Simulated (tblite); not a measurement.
# Frequency calculation of C3H6ClO2Si

System: C3H6ClO2Si, multiplicity 2, SMILES C=CO[Si](Cl)OC.
Method: GFN2-xTB harmonic vibrations, gas phase (tblite 0.8.0).

It belongs to a series of runs on one base structure; here: H removed from Si.

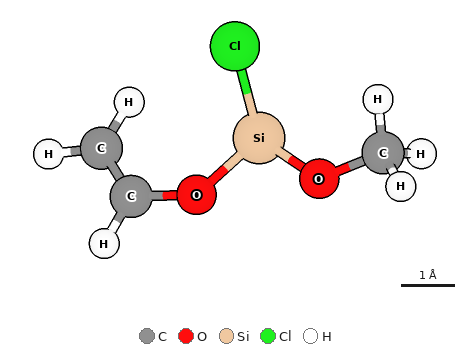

The structure as given in the input (ball-and-stick view, seen at a tilt).

Input
```
{"job": {"kind": "ir", "xc": "GFN2-xTB", "basis": "xTB"}, "charge": 0, "multiplicity": 2}
C     -2.890062     0.516039    -0.577447
C     -2.240630    -0.381098     0.141342
O     -0.912314    -0.574715     0.154837
Si     0.308365     0.149871    -0.638743
Cl     0.531368     2.099013    -0.062642
O      1.542988    -0.738478    -0.080592
C      2.909376    -0.487733    -0.196885
H     -3.958159     0.599731    -0.519802
H     -2.368710     1.179311    -1.244892
H     -2.745662    -1.066349     0.811537
H      3.129781     0.575694    -0.079584
H      3.416842    -1.051390     0.586314
H      3.272429    -0.819410    -1.172419
```

The first line tells a small driver script what to run in tblite; the rest is the geometry in Å.

Command:
```bash
OMP_NUM_THREADS=1 python <driver script> task.json out
```

What the program printed
```
mode    cm-1     km/mol
  1      42.2      0.68
  2      72.0      3.07
  3      88.9      1.56
  4     105.1      0.40
  5     117.4      3.65
  6     165.9      2.41
  7     212.6      9.22
  8     275.8     29.58
  9     298.9     11.30
 10     449.7     61.94
 11     527.8      5.75
 12     666.1      1.67
 13     747.4    181.11
 14     782.2     94.40
 15     836.0     15.86
 16     982.2     20.65
 17     995.6     44.06
 18    1131.8     11.65
 19    1139.0    116.63
 20    1160.1    236.90
 21    1196.1    163.81
 22    1284.7      4.52
 23    1380.8     22.03
 24    1416.0      3.21
 25    1475.9      4.10
 26    1481.0      2.84
 27    1696.7    153.89
 28    2957.9     31.90
 29    2967.5     33.99
 30    2998.7     17.93
 31    3041.2     21.86
 32    3122.8     20.50
 33    3169.7     28.88
```

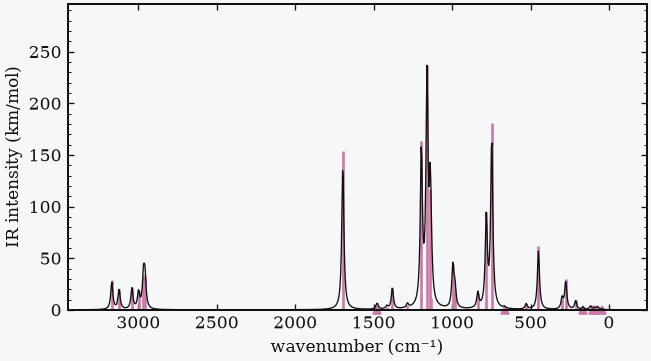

Harmonic infrared spectrum, unscaled: sticks (degenerate modes added up, dark ones marked on the axis) with a Lorentzian envelope of 16 cm⁻¹ full width, scaled to the tallest stick. 33 modes from 42 to 3170 cm⁻¹, none imaginary. The strongest line is at 1160 cm⁻¹ (237 km/mol).

Results in brief

| quantity | value |
| --- | --- |
| outcome | converged |
| total energy | −651.1962 eV |
| zero-point energy | 55.7330 kcal/mol |
| hardware | 1 CPU thread, shared host |
| peak memory | 0.17 GiB |
